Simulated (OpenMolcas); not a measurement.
Relativistic diatomic calculation: CoS (part 2 of 2)

The same run, continued: CoS. Method: SA-CASSCF(13,9)/XMS-CASPT2 + RASSI spin-orbit (X2C scalar, AMFI), ANO-RCC-VTZP (OpenMolcas).

Log (extracts), continued:
```
++ Dipole transition strengths (spin-free states):
     for osc. strength at least  1.00000000E-05
      From   To        Osc. strength     Einstein coefficients Ax, Ay, Az (sec-1)    Total A (sec-1)
         1   11       3.29690568E-04  1.49471770E+03  5.03791469E+03  0.00000000E+00  6.53263239E+03
         1   12       3.29702066E-04  5.03855375E+03  1.49450675E+03  0.00000000E+00  6.53306050E+03
         1   13       1.17191519E-04  1.48453250E+03  1.62909234E+03  0.00000000E+00  3.11362484E+03
         1   14       1.17184930E-04  1.62871572E+03  1.48474669E+03  0.00000000E+00  3.11346242E+03
         1   15       2.58722242E-04  1.92700023E+04  5.81384635E+03  0.00000000E+00  2.50838487E+04
         1   16       2.58946947E-04  5.81045574E+03  1.92952979E+04  0.00000000E+00  2.51057537E+04
         1   17       4.38658457E-04  2.06352337E+04  2.32381504E+04  0.00000000E+00  4.38733841E+04
         1   18       4.38585490E-04  2.32493545E+04  2.06168384E+04  0.00000000E+00  4.38661929E+04
         1   19       1.94565032E-05  1.51185190E+03  1.53887076E+03  0.00000000E+00  3.05072266E+03
         1   20       1.94421820E-05  1.53920581E+03  1.50928451E+03  0.00000000E+00  3.04849032E+03
         1    9       1.01292487E-04  0.00000000E+00  0.00000000E+00  1.76912954E+04  1.76912954E+04
         1   10       1.82513412E-04  0.00000000E+00  0.00000000E+00  3.19272029E+04  3.19272029E+04
         2   11       1.41305093E-04  2.99337243E+02  2.49993918E+03  0.00000000E+00  2.79927643E+03
         2   12       1.41302422E-04  2.50010766E+03  2.99201682E+02  0.00000000E+00  2.79930934E+03
         2   13       3.34836570E-04  3.06290882E+02  8.58821950E+03  0.00000000E+00  8.89451039E+03
         2   14       3.34829916E-04  8.58813534E+03  3.06234387E+02  0.00000000E+00  8.89436973E+03
         2   15       4.79277649E-04  1.61995410E+03  4.48428283E+04  0.00000000E+00  4.64627824E+04
         2   16       4.79091286E-04  4.48220581E+04  1.62287809E+03  0.00000000E+00  4.64449362E+04
         2   17       2.00345043E-04  2.88413790E+03  1.71518847E+04  0.00000000E+00  2.00360226E+04
         2   18       2.00446370E-04  1.71698416E+04  2.87636334E+03  0.00000000E+00  2.00462049E+04
         2   19       3.86797269E-05  5.12634544E+03  9.38057095E+02  0.00000000E+00  6.06440254E+03
         2   20       3.86739087E-05  9.38053682E+02  5.12546286E+03  0.00000000E+00  6.06351655E+03
         2    9       1.83553473E-04  0.00000000E+00  0.00000000E+00  3.20563033E+04  3.20563033E+04
         2   10       1.00658977E-04  0.00000000E+00  0.00000000E+00  1.76070687E+04  1.76070687E+04
        11   18       4.01448346E-05  0.00000000E+00  0.00000000E+00  1.23635209E+03  1.23635209E+03
        11    4       2.52344461E-04  2.32651435E+03  9.62673256E+03  0.00000000E+00  1.19532469E+04
        11    5       2.56657740E-04  9.96025647E+03  2.20176642E+03  0.00000000E+00  1.21620229E+04
        11    6       7.01612248E-05  1.11261497E+03  3.06048966E+03  0.00000000E+00  4.17310462E+03
        11    7       3.08303637E-04  7.28968996E+02  1.91437255E+04  0.00000000E+00  1.98726945E+04
        11    8       3.75633793E-04  2.32641162E+04  9.79253257E+02  0.00000000E+00  2.42433695E+04
        11    9       2.47605757E-04  2.51382614E+03  1.65058963E+04  0.00000000E+00  1.90197224E+04
        11   10       6.91897639E-05  6.30102222E+01  5.26439833E+03  0.00000000E+00  5.32740855E+03
        12   17       4.01335450E-05  0.00000000E+00  0.00000000E+00  1.23596858E+03  1.23596858E+03
        12    4       2.52345898E-04  9.62715510E+03  2.32592286E+03  0.00000000E+00  1.19530780E+04
        12    5       2.56633787E-04  2.20289008E+03  9.95775667E+03  0.00000000E+00  1.21606468E+04
        12    6       7.00904775E-05  3.05620682E+03  1.11261608E+03  0.00000000E+00  4.16882290E+03
        12    7       3.08261427E-04  1.91406194E+04  7.29016579E+02  0.00000000E+00  1.98696360E+04
        12    8       3.75662155E-04  9.79373290E+02  2.32654149E+04  0.00000000E+00  2.42447882E+04
        12    9       2.47665735E-04  1.65104222E+04  2.51361116E+03  0.00000000E+00  1.90240334E+04
        12   10       6.91714127E-05  5.26252705E+03  6.33856799E+01  0.00000000E+00  5.32591273E+03
        13    3       1.67866362E-05  1.55332932E+01  8.76019509E+00  0.00000000E+00  2.42934883E+01
        13   15       2.60936116E-05  0.00000000E+00  0.00000000E+00  5.74442315E+02  5.74442315E+02
        13   16       1.29203574E-05  0.00000000E+00  0.00000000E+00  2.84440272E+02  2.84440272E+02
        13    4       6.42751403E-05  2.16805911E+03  2.86251140E+02  0.00000000E+00  2.45431025E+03
        13    5       6.05763577E-05  3.70504712E+02  1.94351498E+03  0.00000000E+00  2.31401969E+03
        13    6       2.14783681E-04  6.55462237E+03  3.99718265E+03  0.00000000E+00  1.05518050E+04
        13    7       1.15283268E-04  5.79272195E+03  3.93624386E+02  0.00000000E+00  6.18634634E+03
        13    8       5.45006834E-05  1.30232243E+02  2.79845443E+03  0.00000000E+00  2.92868667E+03
        13   19       2.23615882E-05  0.00000000E+00  0.00000000E+00  1.21374917E+03  1.21374917E+03
        13   20       2.07438301E-05  0.00000000E+00  0.00000000E+00  1.12594827E+03  1.12594827E+03
        13    9       3.12556050E-04  7.33889779E+03  1.29721620E+04  0.00000000E+00  2.03110598E+04
        13   10       4.74833206E-04  1.12096311E+04  1.97265230E+04  0.00000000E+00  3.09361541E+04
        14    3       1.67917784E-05  8.76217923E+00  1.55383282E+01  0.00000000E+00  2.43005074E+01
        14   15       1.29276673E-05  0.00000000E+00  0.00000000E+00  2.84597093E+02  2.84597093E+02
        14   16       2.61091350E-05  0.00000000E+00  0.00000000E+00  5.74787219E+02  5.74787219E+02
        14    4       6.42535975E-05  2.86160327E+02  2.16731902E+03  0.00000000E+00  2.45347935E+03
        14    5       6.05839423E-05  1.94398349E+03  3.70318104E+02  0.00000000E+00  2.31430159E+03
        14    6       2.14750146E-04  3.99509987E+03  6.55502619E+03  0.00000000E+00  1.05501261E+04
        14    7       1.15308322E-04  3.92898831E+02  5.79477428E+03  0.00000000E+00  6.18767311E+03
        14    8       5.44938761E-05  2.79788609E+03  1.30426423E+02  0.00000000E+00  2.92831251E+03
        14   19       2.07390030E-05  0.00000000E+00  0.00000000E+00  1.12567479E+03  1.12567479E+03
        14   20       2.23642312E-05  0.00000000E+00  0.00000000E+00  1.21389810E+03  1.21389810E+03
        14    9       3.12588277E-04  1.29760192E+04  7.33708210E+03  0.00000000E+00  2.03131013E+04
        14   10       4.74745593E-04  1.97154750E+04  1.12148908E+04  0.00000000E+00  3.09303658E+04
         3   19       3.51010667E-04  1.29357870E+04  4.02507242E+02  0.00000000E+00  1.33382943E+04
         3   20       3.51020749E-04  4.02443983E+02  1.29363505E+04  0.00000000E+00  1.33387945E+04
        17    9       1.08163343E-05  1.04905752E+02  6.88541632E+00  0.00000000E+00  1.11791169E+02
        17   10       1.66957482E-05  1.96768045E+01  1.53999415E+02  0.00000000E+00  1.73676219E+02
        18    9       1.08122999E-05  6.89049706E+00  1.04858128E+02  0.00000000E+00  1.11748625E+02
        18   10       1.66962838E-05  1.53992140E+02  1.96883404E+01  0.00000000E+00  1.73680481E+02
 Electric-quadrupole - electric-quadrupole not included
 Electric-dipole - electric-octupole not included
 Electric-dipole - magnetic-quadrupole not included
   Eigenvalues of complex Hamiltonian:
  (Shifted by EMIN (a.u.) =      -1791.2350602549)
 SO State       Relative EMIN(au)   Rel lowest level(eV)    D:o, cm**(-1)      Omega
     1            -0.0024292033        0.0000000000              0.0000         3.5
     2            -0.0024292033        0.0000000000              0.0000         3.5
     3            -0.0011297525        0.0353598588            285.1965         2.5
     4            -0.0011297525        0.0353598588            285.1965         2.5
     5             0.0004449022        0.0782083938            630.7932         1.5
     6             0.0004449022        0.0782083938            630.7932         1.5
     7             0.0022427320        0.1271298370           1025.3713         0.5
     8             0.0022427320        0.1271298370           1025.3713         0.5
     9             0.0151913274        0.4794790655           3867.2595         4.5
    10             0.0151913274        0.4794790655           3867.2595         4.5
    11             0.0197109233        0.6024635369           4859.1961         3.5
    12             0.0197109233        0.6024635369           4859.1961         3.5
    13             0.0218870610        0.6616792603           5336.8031         4.4
    14             0.0218870610        0.6616792603           5336.8031         4.4
    15             0.0239698631        0.7183551929           5793.9254         3.2
    16             0.0239698631        0.7183551929           5793.9254         3.2
    17             0.0248850781        0.7432594604           5994.7918         2.4
    18             0.0248850781        0.7432594604           5994.7918         2.4
    19             0.0257614503        0.7671067628           6187.1333         2.2
    20             0.0257614503        0.7671067628           6187.1333         2.2
    21             0.0260875938        0.7759815793           6258.7135         2.3
    22             0.0260875938        0.7759815793           6258.7135         2.3
    23             0.0279041755        0.8254132879           6657.4071         1.4
    24             0.0279041755        0.8254132879           6657.4071         1.4
    25             0.0285920859        0.8441322814           6808.3860         2.0
    26             0.0285920859        0.8441322814           6808.3860         2.0
    27             0.0293012426        0.8634294188           6964.0279         1.1
    28             0.0293012426        0.8634294188           6964.0279         1.1
    29             0.0294159877        0.8665517910           6989.2115         1.7
    30             0.0294159877        0.8665517910           6989.2115         1.7
    31             0.0309242397        0.9075934202           7320.2346         1.6
    32             0.0309242397        0.9075934202           7320.2346         1.6
    33             0.0360449333        1.0469345915           8444.0969         1.5
    34             0.0360449333        1.0469345915           8444.0969         1.5
    35             0.0368459151        1.0687304177           8619.8921         0.5
    36             0.0368459151        1.0687304177           8619.8921         0.5
    37             0.0522120412        1.4868640090          11992.3670         2.5
    38             0.0522120412        1.4868640090          11992.3670         2.5
    39             0.0537752907        1.5294021948          12335.4606         1.5
    40             0.0537752907        1.5294021948          12335.4606         1.5
    41             0.0539590572        1.5344027351          12375.7927         4.5
    42             0.0539590572        1.5344027351          12375.7927         4.5
    43             0.0547000832        1.5545670806          12538.4291         3.4
    44             0.0547000832        1.5545670806          12538.4291         3.4
    45             0.0555189146        1.5768486180          12718.1418         1.1
    46             0.0555189146        1.5768486180          12718.1418         1.1
    47             0.0558213215        1.5850775298          12784.5125         2.5
    48             0.0558213215        1.5850775298          12784.5125         2.5
    49             0.0571074903        1.6200759662          13066.7939         1.5
    50             0.0571074903        1.6200759662          13066.7939         1.5
    51             0.0574
```

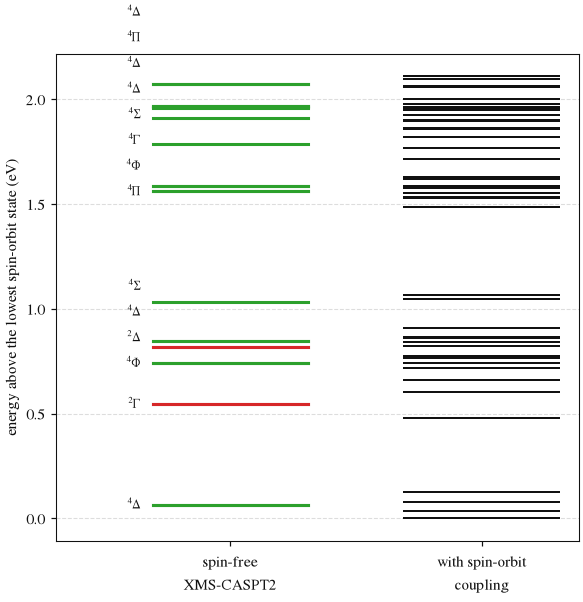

Fig. 1: States up to 3.5 eV at 1.982 Å, without spin-orbit coupling (left, a colour for each spin multiplicity) and with it (right, where close levels merge). The spin-free states run ⁴Δ (0.00 eV), ²Γ (0.48 eV), ⁴Φ (0.68 eV), ²Δ (0.75 eV), ⁴Δ (0.78 eV), ⁴Σ (0.97 eV) from the lowest. The lowest spin-orbit levels have |Ω| = 7/2 (0 cm⁻¹), 5/2 (285 cm⁻¹), 3/2 (631 cm⁻¹), 1/2 (1,025 cm⁻¹), 9/2 (3,867 cm⁻¹).

Outcome of the run: converged; components of a degenerate state are split by 13 cm⁻¹.
